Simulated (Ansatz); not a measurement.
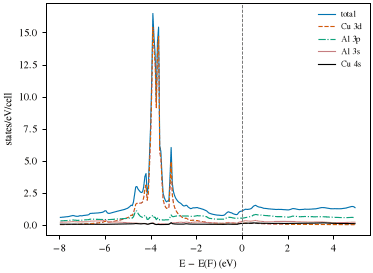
Figure: Total and projected density of states of Al2Cu (MoSi2 or CaC2 type, space group No. 139), plane-wave PAW PBE (Ansatz code)

Q: Which orbitals carry the states next to the Fermi level?

A: Within 0.5 eV of the Fermi level: Al 3p 53 %, Al 3s 22 %, Cu 3d 11 %, Cu 4s 9 %, outside the projected shells 5 %. Projections are on Löwdin-orthogonalised atomic valence shells; empty p or d shells of many metals are not among them.

Q: Where is the tallest occupied peak in this window, and what makes it?

A: Near -3.9 eV, about 16 states/eV per cell; the largest projected share is Cu 3d.

Space group I4/mmm (MoSi2 or CaC2 type). A made-up cell: these elements were put on the sites of a structure type; the Crystallography Open Database copy checked does not list it. It is not the phase usual at ambient conditions (space group No. 140). The PBE relaxation kept the symmetry of its start; its stability against distortions is not shown here. The run is not spin-polarised.

Potentials: the later of the program's two PAW sets.
